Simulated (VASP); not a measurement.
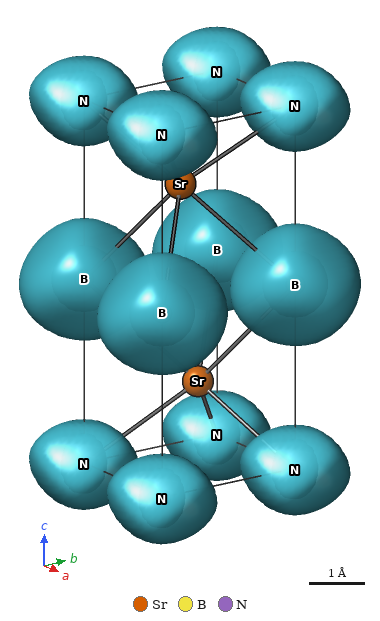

Figure. Sr2BN. Isosurface of the electron localisation function at 0.75 (cyan), seen slightly off an axis. Core shells and regions of very low density are left out. Sticks mark near contacts.

Space group P1; a generated structure, not necessarily the stable one; changed on purpose from its base cell (atoms moved at random by about 0.05 A); not relaxed (largest force 0.6 eV/Å).

Theory: VASP, Kohn-Sham DFT of a periodic cell, PBE, VASP PAW PBE potentials, recommended.

```xyz
4
Lattice="1.9411 -3.3621 0.0000 -3.8822 0.0000 0.0000 0.0000 0.0000 -6.7124" Properties=species:S:1:pos:R:3 pbc="T T T"
Sr   -1.9515   -1.0889   -1.3570
Sr   -0.0139   -2.2294   -5.3945
B    -3.8498   -0.0284   -3.4015
N    -1.9410   -3.3548   -6.6862
```

> Describe the localisation domains.

The ELF exceeds this value in one region wrapped around B (its valence shell) and one region wrapped around N (its valence shell), counted in one cell of 4 atoms. Any copies at cell faces, edges or corners count once. Profiles from the grid: Sr–N (2.58 Å): the ELF is about 0.10 at the midpoint; an ionic contact with no shared pair. Sr–B (2.97 Å): the ELF peaks at about 0.85 in the valence shell of B, 0.8 Å from its nucleus, and drops to about 0.10 between the two atoms.
